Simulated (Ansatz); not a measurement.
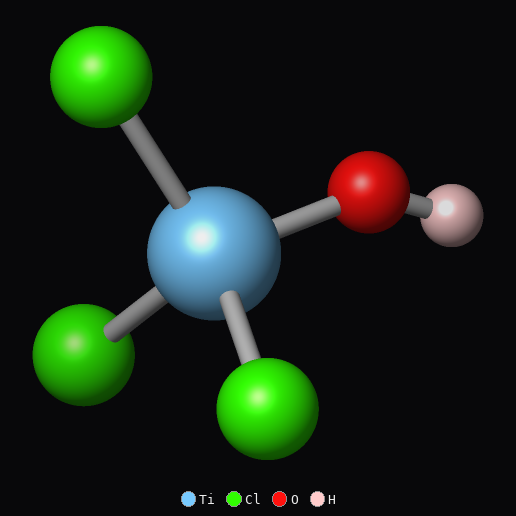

Ball-and-stick drawing of a structure.

The species is neutral and a spin singlet. The geometry was computed by an optimisation with PBE0-D4/def2-TZVP.

**Give the formula.**

Cl3HOTi, 6 atoms: 3 chlorine, 1 hydrogen, 1 oxygen and 1 titanium.

**How many atoms are distinct by symmetry?**

5: 1 Ti, 2 Cl, 1 O, 1 H, 1 Cl.

**Count the bonded pairs by element.**

3 Cl–Ti, 1 O–H, 1 O–Ti. Sticks follow a distance rule.

**Which point group does it belong to?**

Cs.

The parts below concern this one geometry. Atoms keep their numbers from picture to picture.

Vibrations

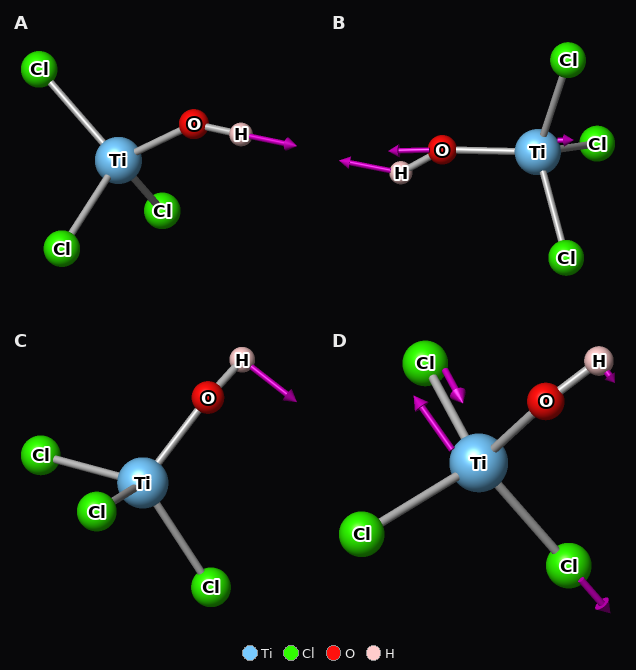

4 normal modes of one molecule or complex, as arrows. Harmonic vibrations computed with RKS PBE0-D4/def2-TZVP (Ansatz 0.2.0) at a stationary point of the same level.

**Match the panels to the wavenumbers 78 cm⁻¹, 498 cm⁻¹, 837 cm⁻¹, 3933 cm⁻¹.**

A: 3933 cm⁻¹, O–H stretching
B: 837 cm⁻¹, Ti–O stretching
C: 78 cm⁻¹, a torsion or out-of-plane motion in which bond lengths and bond angles hardly change
D: 498 cm⁻¹, out-of-phase stretching of 2 Ti–Cl bonds

Charges

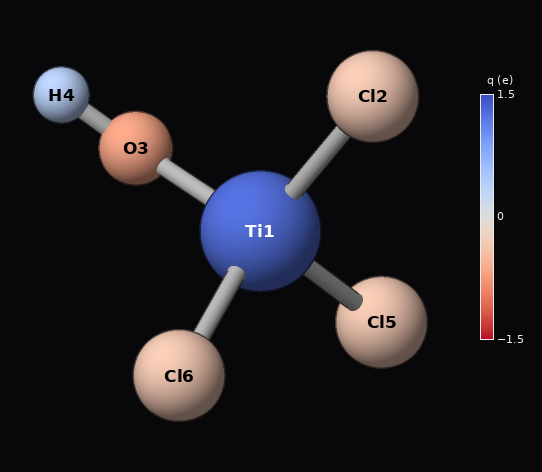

Atoms are coloured by their Mulliken charges. Properties computed with RKS PBE0-D4/def2-TZVP (Ansatz 0.2.0).

**Which atom carries the highest charge (most positive or least negative)?**

Ti1 (1.25 e).

**And the lowest?**

O3 (−0.65 e).

List the Mulliken charges.

```json
{"atom": "Ti1", "value (e)": "1.25"}
{"atom": "Cl2", "value (e)": "−0.32"}
{"atom": "O3", "value (e)": "−0.65"}
{"atom": "H4", "value (e)": "0.36"}
{"atom": "Cl5", "value (e)": "−0.32"}
{"atom": "Cl6", "value (e)": "−0.32"}
```

Electronic properties

Method: RKS PBE0-D4/def2-TZVPP (Ansatz 0.2.0).

What does the calculation give?

- HOMO energy (Kohn–Sham orbital): −9.25 eV
- LUMO energy (Kohn–Sham orbital): −3.24 eV
- HOMO–LUMO gap: 6.02 eV

Mulliken values depend strongly on the basis set and can even reverse the polarity of a bond.
